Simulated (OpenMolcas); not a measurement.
# doublet [InNH2F2]−: levels of theory compared

Aim: a comparison of 3 runs (UHF/def2-SVPD, U-revPBE/def2-SVPD, UBHLYP/def2-SVPD) of doublet [InNH2F2]−. 

The calculation is run with OpenMolcas 26.06.

## (1) Starting point

[InNH2F2]−: 6 atoms, total charge -1, spin state doublet. As SMILES of the parent species, `[NH2][In]([F])[F]`. The coordinates come from a PBE0-D4/def2-TZVP relaxation. That shape belongs to the parent species and isn't relaxed for this state.

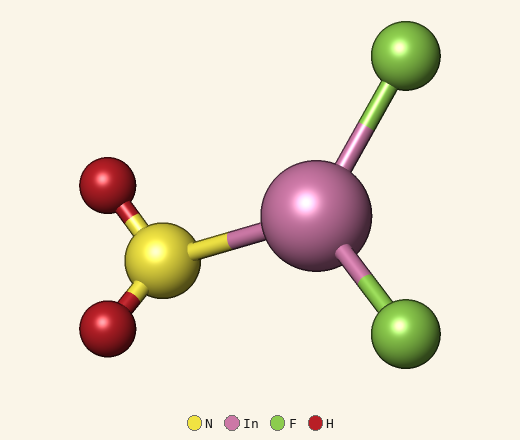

Viewed from a chosen angle; nitrogen yellow, indium pink, fluorine green, hydrogen red.

## (2) The energy at UHF/def2-SVPD (core potential) (run 1)

File mol.inp:

```
>>> EXPORT MOLCAS_PRINT=2

&GATEWAY
  BasLib=$CurrDir
  Coord
  6
  angstrom
  N       -0.259900       1.155100      -0.280600
  In       0.271400      -0.745700       0.029100
  F        1.862900      -1.284900       0.989000
  F       -0.617400      -2.265700      -0.773500
  H        0.031700       1.791300       0.449400
  H       -1.246600       1.285900      -0.459500
  Basis=def2-SVPD
  Group=NoSym

&SEWARD

&SCF
  UHF
  Charge=-1
  Spin=2
  Thresholds=1e-10 1e-07 1e-07 1e-05
  PrOrbitals=1
```

The basis set def2-SVPD is read from a file made from the Basis Set Exchange's data (not shown).

Started as:

```sh
$ export MOLCAS_MEM=1860
$ pymolcas mol.inp > mol.log
```

The log of the run:

```text
--- Start Module: gateway ---
[...]
--- Stop Module: gateway /rc=_RC_ALL_IS_WELL_ ---
--- Start Module: seward ---
[...]
      Basis functions          114
--- Stop Module: seward /rc=_RC_ALL_IS_WELL_ ---
[...]
--- Start Module: scf ---
[...]
       Convergence after  24 Iterations
[...]
::    Total SCF energy                               -443.5660441350
[...]
      Total spin, S                                     0.5028796425
[...]
      Dipole Moment (debye):
      Origin of the operator (angstrom)=    0.2959   -0.7925    0.0207
                   X=  8.5341E-01               Y=  1.9996E+00               Z= -2.3149E+00           Total=  3.1758E+00
      Center of Charge (angstrom)
[...]
--- Stop Module: scf /rc=_RC_ALL_IS_WELL_ ---
[...]
```

Wall time 24 s (1 thread of Intel Xeon Platinum 8375C at 2.90GHz (Ice Lake), shared host); peak memory 0.69 GiB.

## (3) The energy at U-revPBE/def2-SVPD (core potential) (run 2)

File struct.xyz:

```xyz
6

N     -0.259900     1.155100    -0.280600
In     0.271400    -0.745700     0.029100
F      1.862900    -1.284900     0.989000
F     -0.617400    -2.265700    -0.773500
H      0.031700     1.791300     0.449400
H     -1.246600     1.285900    -0.459500
```

File calc.input:

```
* F2H2InN Kohn-Sham DFT

&GATEWAY
 BASLIB
 $CurrDir
 COORD
 struct.xyz
 BASIS
 def2-SVPD
 GROUP
 NoSym

&SEWARD
 GRIDINPUT
 Grid=UltraFine
 End of Grid

&SCF
 UHF
 CHARGE
 -1
 SPIN
 2
 KSDFT
 revPBE
 THRESHOLDS
 1e-10 1e-07 1e-07 1e-05
 PRORBITALS
 1 1
```

The basis set def2-SVPD is read from a file made from the Basis Set Exchange's data (not shown).

Started as:

```sh
$ export MOLCAS_MEM=1860
$ pymolcas calc.input > calc.log
```

The log of the run:

```text
--- Start Module: gateway ---
[...]
--- Stop Module: gateway /rc=_RC_ALL_IS_WELL_ ---
--- Start Module: seward ---
[...]
      Basis functions          114
--- Stop Module: seward /rc=_RC_ALL_IS_WELL_ ---
[...]
--- Start Module: scf ---
[...]
       Convergence after  28 Iterations
[...]
::    Total KS-DFT energy                            -445.6454442528
[...]
      Total spin, S                                     0.5005595658
[...]
      Total electronic charge=   49.000000
      Total            charge=   -1.000000
[...]
      Dipole Moment (debye):
      Origin of the operator (angstrom)=    0.2959   -0.7925    0.0207
                   X= -4.8980E-01               Y=  1.6741E+00               Z= -2.4353E-01           Total=  1.7612E+00
      Center of Charge (angstrom)
[...]
--- Stop Module: scf /rc=_RC_ALL_IS_WELL_ ---
[...]
```

It took 81 s on 1 thread of Intel Xeon Platinum 8375C at 2.90GHz (Ice Lake), shared host; peak memory 0.69 GiB.

## (4) The energy at UBHLYP/def2-SVPD (core potential) (run 3)

File test.inp:

```
&GATEWAY
  BASLIB
  $CurrDir
  COORD
  6
  angstrom
  N       -0.259900       1.155100      -0.280600
  In       0.271400      -0.745700       0.029100
  F        1.862900      -1.284900       0.989000
  F       -0.617400      -2.265700      -0.773500
  H        0.031700       1.791300       0.449400
  H       -1.246600       1.285900      -0.459500
  BASIS
  def2-SVPD
  GROUP
  NoSym

&SEWARD
  GRIDINPUT
  Grid=UltraFine
  End of Grid

&SCF
  UHF
  CHARGE
  -1
  SPIN
  2
  KSDFT
  HYB_GGA_XC_BHANDHLYP
  THRESHOLDS
  1e-10 1e-07 1e-07 1e-05
  PRORBITALS
  1 2
```

The basis set def2-SVPD is read from a file made from the Basis Set Exchange's data (not shown).

Started as:

```sh
$ export MOLCAS_MEM=1860
$ pymolcas test.inp > test.log
```

The log of the run:

```text
--- Start Module: gateway ---
[...]
--- Stop Module: gateway /rc=_RC_ALL_IS_WELL_ ---
--- Start Module: seward ---
[...]
      Basis functions          114
--- Stop Module: seward /rc=_RC_ALL_IS_WELL_ ---
[...]
--- Start Module: scf ---
[...]
       Convergence after  22 Iterations
[...]
::    Total KS-DFT energy                            -445.4836950679
[...]
      Total spin, S                                     0.5014763645
[...]
      Total electronic charge=   49.000000
      Total            charge=   -1.000000
[...]
      Dipole Moment (debye):
      Origin of the operator (angstrom)=    0.2959   -0.7925    0.0207
                   X= -4.0161E-01               Y=  1.9001E+00               Z= -4.9348E-01           Total=  2.0038E+00
      Center of Charge (angstrom)
[...]
--- Stop Module: scf /rc=_RC_ALL_IS_WELL_ ---
[...]
```

Run time: 64 s. Hardware: 1 thread of Intel Xeon Platinum 8375C at 2.90GHz (Ice Lake), shared host; peak memory 0.69 GiB.

## (5) The series

| run | level | integration grid | energy (Eh) | HOMO energy (eV) | LUMO energy (eV) | ⟨S²⟩ | wall time |
| --- | --- | --- | --- | --- | --- | --- | --- |
| 1 | UHF/def2-SVPD (core potential) | – | -443.566044 | -0.19 | 4.60 | 0.756 | 24 s |
| 2 | U-revPBE/def2-SVPD (core potential) | UltraFine | -445.645444 | 1.60 | 2.00 | 0.751 | 81 s |
| 3 | UBHLYP/def2-SVPD (core potential) | UltraFine | -445.483695 | 0.48 | 3.13 | 0.753 | 64 s |

## (6) Summary of results

```
                                 quantity          value
                      run 3: total energy  -445.48370 Eh
run 3: HOMO energy (highest over α and β)        0.48 eV
 run 3: LUMO energy (lowest over α and β)        3.13 eV
                              run 3: ⟨S²⟩          0.753
```

**Reading.** Totals of different functionals can't be ranked against each other. In runs 2, 3 the HOMO lies above zero, so the outermost electron may be held by the basis alone. All runs together took 2.8 min, the longest 81 s.
